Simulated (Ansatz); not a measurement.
# SnH₆SO: geometry relaxation (part 1 of 2)

The run: geometry relaxation of SnH₆SO. Method and program: RKS PBE/def2-SVP (Ansatz 0.2.0).

The input holds or restrains some coordinates. Forces given for the steps count only the free coordinates. It belongs to a series of runs on one base structure; here: pulled along the bonds that form and break, towards end B.

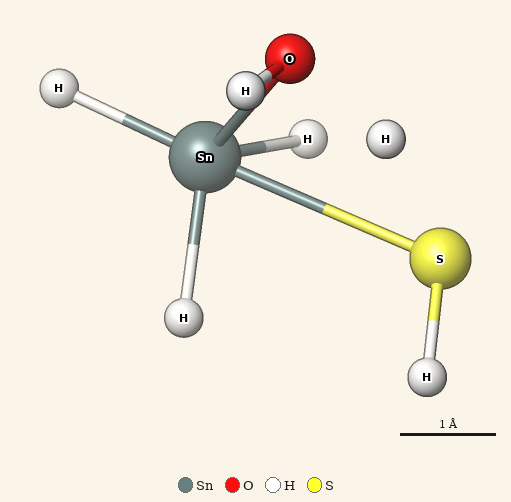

The structure as given in the input (ball-and-stick view, seen at an oblique angle). Sticks mark near contacts. Bond lengths as drawn: H–O 1.01 Å, H–S 1.40 Å, H–Sn 1.74 Å, O–Sn 2.31 Å and S–Sn 2.74 Å.

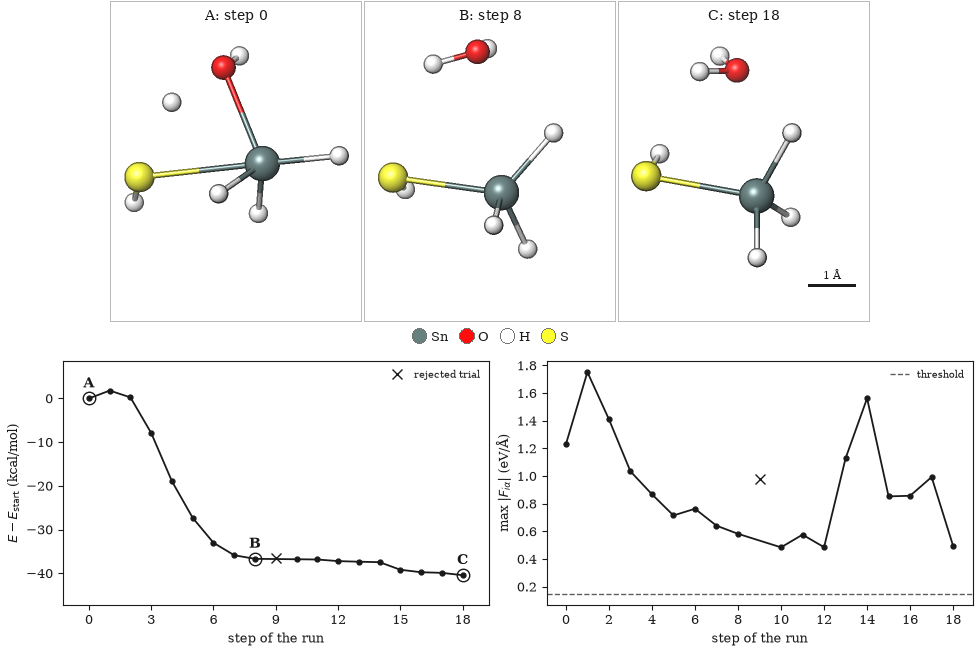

Frames of the restrained relaxation (ball-and-stick view, seen at a tilt) above the curves, on which the letters mark them (the first geometry is step 0 here and step 1 in the log).

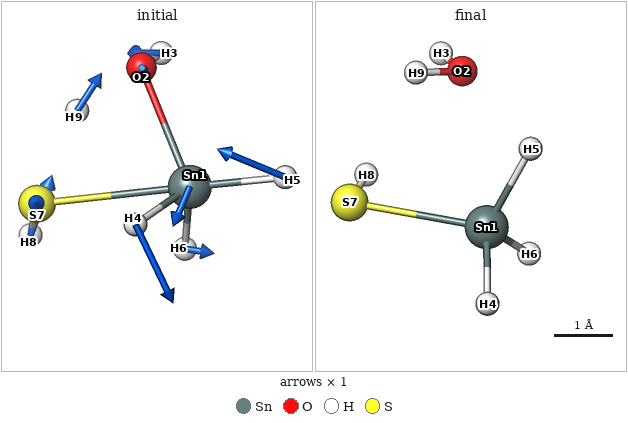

Before (left) and after (right) the restrained relaxation, at one scale (ball-and-stick view, seen at a tilt). The blue arrows give the displacements, at true length. After 18 geometry steps the energy has fallen by 40.4 kcal/mol. The largest force component goes from 1.2 to 0.49 eV/Å. The line search rejected the trial step at point 9 (counted from 0) and went back. The largest move after the best rigid fit is that of H4, 1.53 Å. By element the largest moves are H 1.53 Å, O 0.80 Å, Sn 0.78 Å, S 0.44 Å. Among the contacts that change: Sn1–O2 2.310 → 3.161 Å, O2–H9 1.351 → 0.992 Å, Sn1–S7 2.740 → 2.448 Å, S7–H8 1.400 → 1.363 Å. New bonds form: O2–H9 (1.35 → 0.99 Å). Bonds break: Sn1–O2 (2.31 → 3.16 Å). Among the angles that change: H5–Sn1–S7 176.6° → 111.1°, H4–Sn1–S7 67.2° → 104.1°, H6–Sn1–S7 72.8° → 108.8°. (Atoms are counted from 1 in the order of the input.)

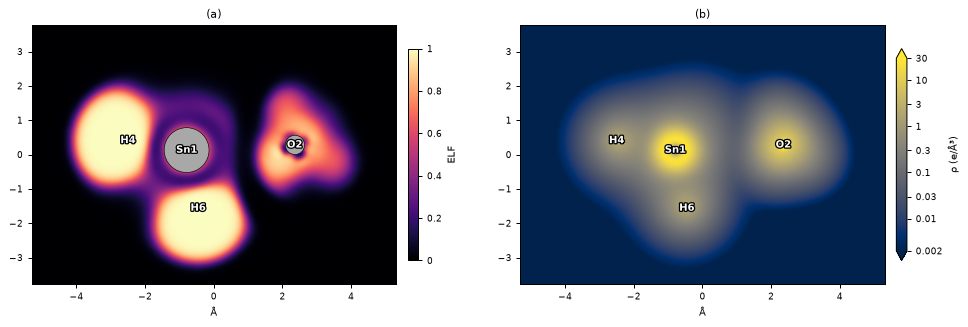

(a) electron localisation function; (b) total electron density on the plane of atoms H4, Sn1 and H6. Grey discs, where drawn, cover atomic cores. Sn1···O2 (3.16 Å): ρ at the midpoint is about 0.08 e/Å³; the ELF is only about 0.05 between them.

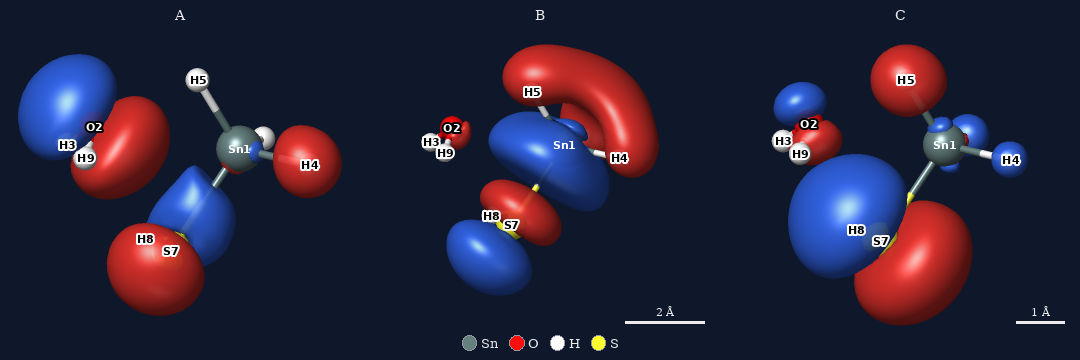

Three frontier orbitals at ±0.08 Å⁻³ᐟ² (red and blue are the two phases). A is the HOMO−1 (−6.90 eV). C is the HOMO (−5.89 eV). B is the LUMO (−1.20 eV). By Hirshfeld shares it lies mainly on Sn1 (45 %) and S7 (30 %). The HOMO–LUMO gap is 4.69 eV between the orbital energies.

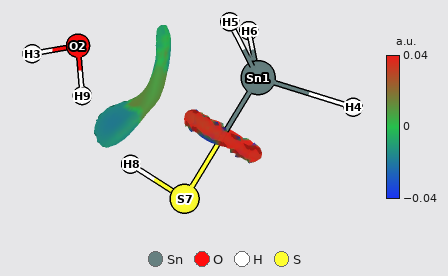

Non-covalent interaction (NCI) plot: the surface where the reduced density gradient is 0.5, for densities under 0.05 a.u., coloured by sign(λ₂)ρ; seen at a tilt.

These pictures come from the run below.

Input:
```yaml
crystal:
  periodic: [false, false, false]
  atoms:
    - { symbol: Sn, position_ang: [0.0, 0.0, 0.0] }
    - { symbol: O, position_ang: [0.0, 0.0, 2.31] }
    - { symbol: H, position_ang: [-0.9095, -0.2814, 2.6471] }
    - { symbol: H, position_ang: [1.6408, 0.0, -0.5794] }
    - { symbol: H, position_ang: [-0.8195, 1.4198, -0.5794] }
    - { symbol: H, position_ang: [-0.8195, -1.4198, -0.5794] }
    - { symbol: S, position_ang: [1.4301, -2.1716, 0.864] }
    - { symbol: H, position_ang: [0.645, -3.3249, 0.7468] }
    - { symbol: H, position_ang: [0.7327, -1.1126, 2.0831] }
basis:
  gaussian: { orbitals: def2-SVP }
hamiltonian:
  xc: pbe
relax:
  f_tol: 0.15
  max_steps: 25
  restrain:
    - { distance: [0, 6], at: 2.44, k: 30.0 }
    - { distance: [8, 1], at: 1.01, k: 30.0 }
    - { distance: [0, 1], at: 3.16, k: 30.0 }
    - { distance: [8, 6], at: 2.6, k: 30.0 }
output:
  orbitals: {}
```

Launched with:
```bash
ansatz run input.yaml --threads 2 --pin off --max-ram 3072MiB --backend cpu --events-out ev --progress --plain --runs-dir out
```

Log:
```
The last accepted step is kept in [file] (removed where the run ends without a failure and the disk answers)
Engine: ansatz 0.2.0, aarch64-unknown-linux-gnu
Functional definition: PBE
  parameter kappa = 0.804
  parameter beta = 0.06672455060314922
  exchange = pbe_x(kappa = kappa, mu = beta*pi^2/3)
  correlation = pbe_c(beta = beta)
987 factors; their error is unknown
mean field evaluation 1: about -18792.1803 eV, gradient 5.1e1 eV
mean field evaluation 2: about -18749.3620 eV, gradient 1.4e2 eV
mean field evaluation 4: about -18796.9651 eV, gradient 1.1e1 eV
mean field evaluation 8: about -18797.3795 eV, gradient 1.9e-1 eV
mean field evaluation 16: about -18797.3504 eV, gradient 8.4e-5 eV
mean field -18797.35036188 eV, -690.7898844975 hartree, gradient 1.9e-5 eV, S^2 0.000000; 0 other end points of the search recorded, 0 dependent functions left out
the calculation of the forces begins
reference -18797.35040139 eV, -690.7898859492 hartree; 26, 26 occupied and 62, 62 virtual orbitals, 987 factors
relax step   1: F+E_penalty+E_count = -18797.35036188 eV  Δ(F+E_penalty+E_count) = +0.000e0 eV  max|allowed force component| = 1.230e0 eV/Å  E_restraint = 24.54484460 eV  max|allowed force component, restraints' pulls added| = 2.365e1 eV/Å  Δτ_max = 0.0000 Å  (27 SCF iters, accepted)
  distance Sn 0 - S 6 = 2.7400 Å
  distance H 8 - O 1 = 1.3514 Å
  distance Sn 0 - O 1 = 2.3100 Å
  distance H 8 - S 6 = 1.7590 Å
these checks for a lower state are left out or cut short: starts, cluster_reference, orbital_swaps, neighbouring_geometries, increment
987 factors; their error is unknown
mean field -18797.27216492 eV, -690.7870108122 hartree, gradient 1.0e-5 eV, S^2 0.000000; 0 other end points of the search recorded, 0 dependent functions left out
[... from here on the field's lines of each further geometry are left out, up to the last ...]
relax step   2: F+E_penalty+E_count = -18797.27216492 eV  Δ(F+E_penalty+E_count) = +7.820e-2 eV  max|allowed force component| = 1.752e0 eV/Å  E_restraint = 9.65465376 eV  max|allowed force component, restraints' pulls added| = 1.481e1 eV/Å  Δτ_max = 0.1977 Å  (34 SCF iters, accepted)
relax step   3: F+E_penalty+E_count = -18797.33998897 eV  Δ(F+E_penalty+E_count) = -6.782e-2 eV  max|allowed force component| = 1.411e0 eV/Å  E_restraint = 2.43290792 eV  max|allowed force component, restraints' pulls added| = 7.521e0 eV/Å  Δτ_max = 0.1948 Å  (33 SCF iters, accepted)
relax step   4: F+E_penalty+E_count = -18797.69341689 eV  Δ(F+E_penalty+E_count) = -3.534e-1 eV  max|allowed force component| = 1.034e0 eV/Å  E_restraint = 0.12307538 eV  max|allowed force component, restraints' pulls added| = 2.224e0 eV/Å  Δτ_max = 0.1924 Å  (32 SCF iters, accepted)
relax step   5: F+E_penalty+E_count = -18798.17279624 eV  Δ(F+E_penalty+E_count) = -4.794e-1 eV  max|allowed force component| = 8.686e-1 eV/Å  E_restraint = 0.02346528 eV  max|allowed force component, restraints' pulls added| = 5.584e-1 eV/Å  Δτ_max = 0.1948 Å  (28 SCF iters, accepted)
relax step   6: F+E_penalty+E_count = -18798.53532903 eV  Δ(F+E_penalty+E_count) = -3.625e-1 eV  max|allowed force component| = 7.155e-1 eV/Å  E_restraint = 0.01499564 eV  max|allowed force component, restraints' pulls added| = 5.766e-1 eV/Å  Δτ_max = 0.1999 Å  (28 SCF iters, accepted)
relax step   7: F+E_penalty+E_count = -18798.78222209 eV  Δ(F+E_penalty+E_count) = -2.469e-1 eV  max|allowed force component| = 7.638e-1 eV/Å  E_restraint = 0.00620062 eV  max|allowed force component, restraints' pulls added| = 5.551e-1 eV/Å  Δτ_max = 0.1937 Å  (26 SCF iters, accepted)
relax step   8: F+E_penalty+E_count = -18798.90591291 eV  Δ(F+E_penalty+E_count) = -1.237e-1 eV  max|allowed force component| = 6.414e-1 eV/Å  E_restraint = 0.00703331 eV  max|allowed force component, restraints' pulls added| = 3.555e-1 eV/Å  Δτ_max = 0.1995 Å  (26 SCF iters, accepted)
relax step   9: F+E_penalty+E_count = -18798.94135670 eV  Δ(F+E_penalty+E_count) = -3.544e-2 eV  max|allowed force component| = 5.828e-1 eV/Å  E_restraint = 0.00937644 eV  max|allowed force component, restraints' pulls added| = 1.188e-1 eV/Å  Δτ_max = 0.1421 Å  (26 SCF iters, accepted)
relax step  10: F+E_penalty+E_count = -18798.93081389 eV  Δ(F+E_penalty+E_count) = +1.054e-2 eV  max|allowed force component| = 9.759e-1 eV/Å  E_restraint = 0.00910884 eV  max|allowed force component, restraints' pulls added| = 9.759e-1 eV/Å  Δτ_max = 0.1925 Å  (26 SCF iters, rejected (line search))
relax step  11: F+E_penalty+E_count = -18798.94569967 eV  Δ(F+E_penalty+E_count) = -4.343e-3 eV  max|allowed force component| = 4.847e-1 eV/Å  E_restraint = 0.00922407 eV  max|allowed force component, restraints' pulls added| = 2.901e-1 eV/Å  Δτ_max = 0.0939 Å  (27 SCF iters, accepted)
relax step  12: F+E_penalty+E_count = -18798.94808874 eV  Δ(F+E_penalty+E_count) = -2.389e-3 eV  max|allowed force component| = 5.765e-1 eV/Å  E_restraint = 0.00906580 eV  max|allowed force component, restraints' pulls added| = 3.581e-1 eV/Å  Δτ_max = 0.0975 Å  (27 SCF iters, accepted)
relax step  13: F+E_penalty+E_count = -18798.96405023 eV  Δ(F+E_penalty+E_count) = -1.596e-2 eV  max|allowed force component| = 4.858e-1 eV/Å  E_restraint = 0.00907539 eV  max|allowed force component, restraints' pulls added| = 1.929e-1 eV/Å  Δτ_max = 0.1499 Å  (26 SCF iters, accepted)
relax step  14: F+E_penalty+E_count = -18798.97006736 eV  Δ(F+E_penalty+E_count) = -6.017e-3 eV  max|allowed force component| = 1.128e0 eV/Å  E_restraint = 0.00745940 eV  max|allowed force component, restraints' pulls added| = 1.136e0 eV/Å  Δτ_max = 0.1919 Å  (31 SCF iters, accepted)
relax step  15: F+E_penalty+E_count = -18798.97454170 eV  Δ(F+E_penalty+E_count) = -4.474e-3 eV  max|allowed force component| = 1.563e0 eV/Å  E_restraint = 0.00502195 eV  max|allowed force component, restraints' pulls added| = 1.283e0 eV/Å  Δτ_max = 0.1948 Å  (32 SCF iters, accepted)
relax step  16: F+E_penalty+E_count = -18799.04956679 eV  Δ(F+E_penalty+E_count) = -7.503e-2 eV  max|allowed force component| = 8.533e-1 eV/Å  E_restraint = 0.00446367 eV  max|allowed force component, restraints' pulls added| = 6.423e-1 eV/Å  Δτ_max = 0.1998 Å  (27 SCF iters, accepted)
relax step  17: F+E_penalty+E_count = -18799.07447591 eV  Δ(F+E_penalty+E_count) = -2.491e-2 eV  max|allowed force component| = 8.578e-1 eV/Å  E_restraint = 0.00355733 eV  max|allowed force component, restraints' pulls added| = 5.152e-1 eV/Å  Δτ_max = 0.1969 Å  (26 SCF iters, accepted)
relax step  18: F+E_penalty+E_count = -18799.08053418 eV  Δ(F+E_penalty+E_count) = -6.058e-3 eV  max|allowed force component| = 9.931e-1 eV/Å  E_restraint = 0.00220911 eV  max|allowed force component, restraints' pulls added| = 7.975e-1 eV/Å  Δτ_max = 0.1917 Å  (25 SCF iters, accepted)
the calculation of the forces begins
reference -18799.10371794 eV, -690.8543191442 hartree; 26, 26 occupied and 62, 62 virtual orbitals, 987 factors
relax step  19: F+E_penalty+E_count = -18799.10367936 eV  Δ(F+E_penalty+E_count) = -2.315e-2 eV  max|allowed force component| = 4.950e-1 eV/Å  E_restraint = 0.00591322 eV  max|allowed force component, restraints' pulls added| = 7.019e-2 eV/Å  Δτ_max = 0.2000 Å  (26 SCF iters, accepted)
  distance Sn 0 - S 6 = 2.4477 Å
  distance H 8 - O 1 = 0.9917 Å
  distance Sn 0 - O 1 = 3.1609 Å
  distance H 8 - S 6 = 2.6007 Å
987 factors; their error is unknown
mean field evaluation 160: about -18799.1336 eV, gradient 2.7e-2 eV
mean field -18799.10367936 eV, -690.8543177262 hartree, gradient 1.6e-5 eV, S^2 0.000000; 1 other end points of the search recorded, 0 dependent functions left out
the calculation of the forces begins
reference -18799.10371794 eV, -690.8543191442 hartree; 26, 26 occupied and 62, 62 virtual orbitals, 987 factors
Total energy: -18799.10371794 eV, -690.8543191442 hartree
Atom 0 at     0.454647    -0.366458    -0.558924 Å, force    -0.123780     0.169868    -0.220594 eV/Å
Atom 1 at    -0.678778    -0.448702     2.390670 Å, force     0.494976    -0.105392     0.148554 eV/Å
Atom 2 at    -1.088746    -1.085293     3.005047 Å, force    -0.070193     0.006663     0.009460 eV/Å
Atom 3 at     1.393042    -0.236451    -2.011179 Å, force     0.002201    -0.022245     0.019587 eV/Å
Atom 4 at     0.364632     1.176326     0.197102 Å, force     0.006998     0.039176     0.021719 eV/Å
Atom 5 at    -1.094662    -1.034415    -0.904607 Å, force    -0.004041    -0.010313     0.012723 eV/Å
Atom 6 at     1.708182    -1.951155     0.822629 Å, force     0.142562    -0.183765     0.124406 eV/Å
Atom 7 at     0.552735    -2.337272     1.433796 Å, force     0.036050    -0.036496    -0.031129 eV/Å
Atom 8 at     0.289049    -0.607081     2.538267 Å, force    -0.484772     0.142504    -0.084725 eV/Å
Dipole moment:    -0.221189    -0.087219     0.240350 e Å
```
